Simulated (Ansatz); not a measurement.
**CH5AlB (charge −1): density, localisation and related maps**

Input file:

```
crystal:
  periodic: [false, false, false]
  atoms:
    - { symbol: B, position_ang: [-0.93581, 1.06464, -0.88863] }
    - { symbol: Al, position_ang: [0.40765, 0.57075, 0.52677] }
    - { symbol: C, position_ang: [0.7929, -1.27772, 0.70048] }
    - { symbol: H, position_ang: [-2.10205, 0.80788, -0.7274] }
    - { symbol: H, position_ang: [-0.64762, 0.97938, -2.05583] }
    - { symbol: H, position_ang: [1.20274, 1.59596, 1.54816] }
    - { symbol: H, position_ang: [-0.01553, -1.95273, 1.03811] }
    - { symbol: H, position_ang: [1.29771, -1.78816, -0.14166] }
total_charge: -1
basis:
  gaussian: { orbitals: def2-TZVP }
hamiltonian:
  xc: pbe
relax:
  f_tol: 0.015
  max_steps: 40
output:
  orbitals: {}
```

Launched as:

```sh
ansatz run input.yaml --threads 2 --pin off --max-ram 3072MiB --backend cpu --events-out ev --progress --plain --runs-dir out
```

The fields are those of the relaxed geometry.

The highest occupied orbital lies above zero, a sign that basis and functional describe the outermost electron poorly.

Computed with RKS PBE/def2-TZVP in Ansatz.

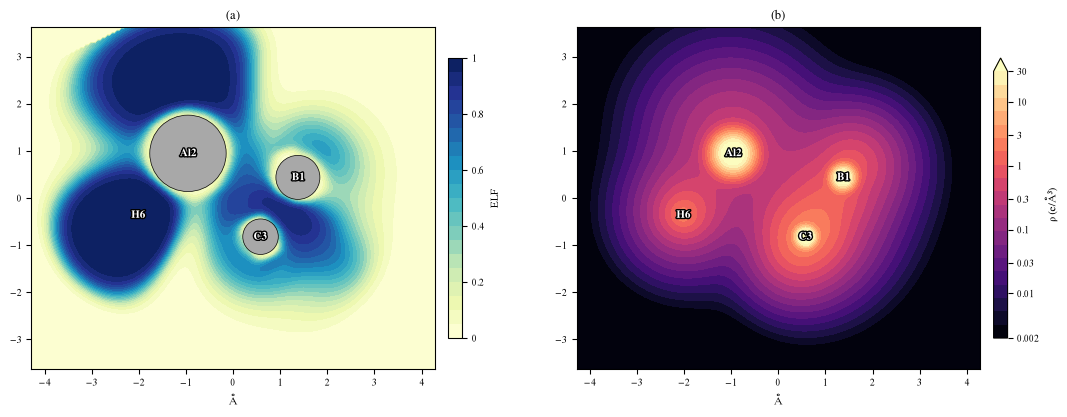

Figure 1. (a) ELF; (b) total electron density on the plane of atoms B1, C3 and Al2. Grey discs cover the atomic cores in the ELF map.

Q: What does the map show?

A:
- The section cuts through B, Al, C and H sites.
- C–B (1.49 Å): ρ at the midpoint is about 1.5 e/Å³; the ELF peaks at about 0.95 between the atoms; a covalent bond.
- C–Al (2.35 Å): the density is about 0.35 e/Å³ at the midpoint, with its minimum of 0.29 e/Å³ about 1.4 Å from C; the ELF peaks at about 0.80 in the valence shell of C, 0.9 Å from its nucleus, and is about 0.75 at the midpoint.
- Al–B (2.39 Å): the density is about 0.31 e/Å³ at the midpoint; the ELF peaks at about 0.70 between the atoms.
- Al–H (1.69 Å): the density is about 0.44 e/Å³ at the midpoint; the ELF climbs to about 1 towards the hydrogen.

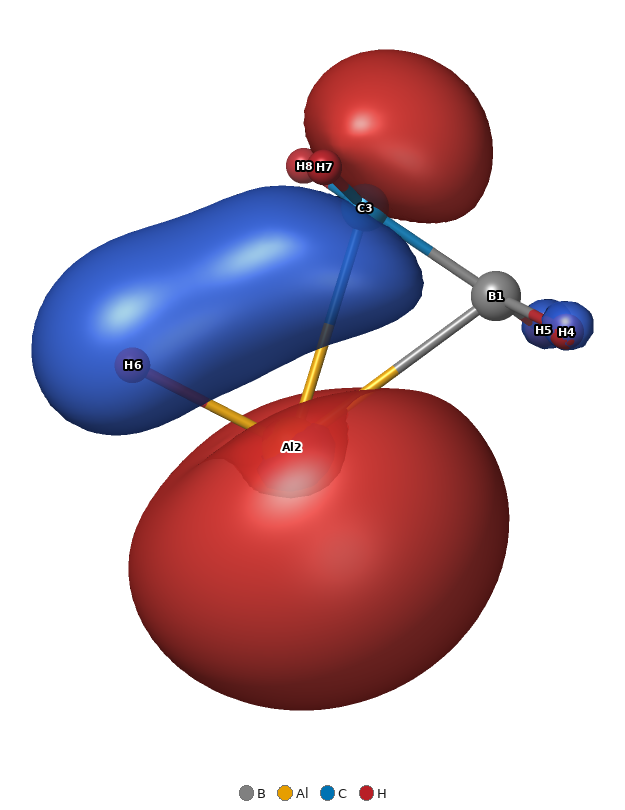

Figure 2. The HOMO at ±0.08 Å⁻³ᐟ² (red and blue are the two phases), seen across its widest extent.

Q: What is the character of this orbital?

A: It lies mainly on Al2 (about 70 %), C3 (about 15 %) and H6 (about 10 %). Its energy is 0.72 eV.

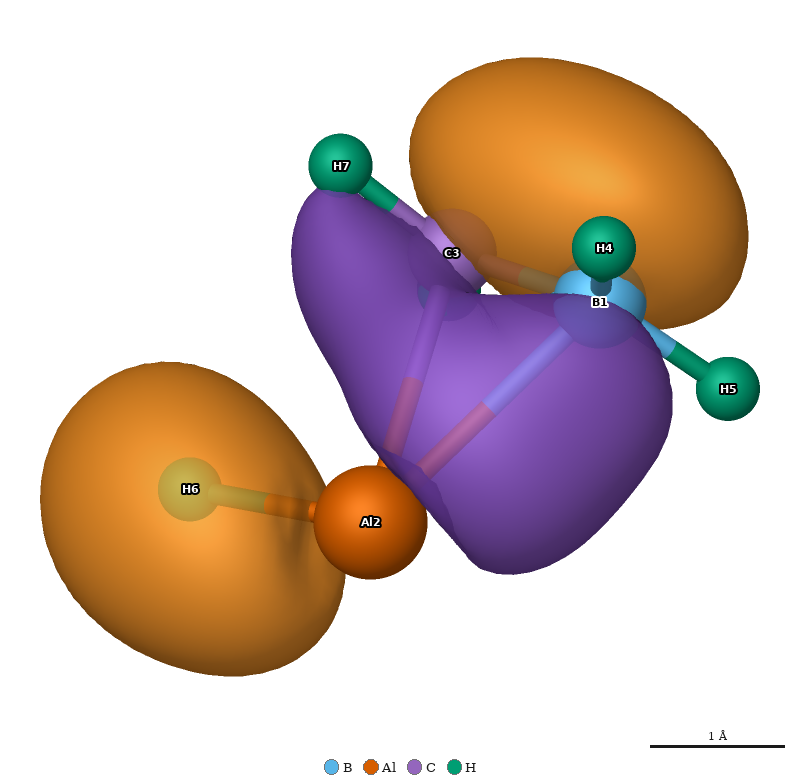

Figure 3. The HOMO−1 at ±0.1 Å⁻³ᐟ² (orange and purple are the two phases), seen at a tilt.

Q: What is the character of this orbital?

A: Its weight (Hirshfeld) is mainly on C3 (about 25 %), Al2 (about 20 %), B1 (about 20 %) and H6 (about 20 %). Its energy is −0.87 eV.
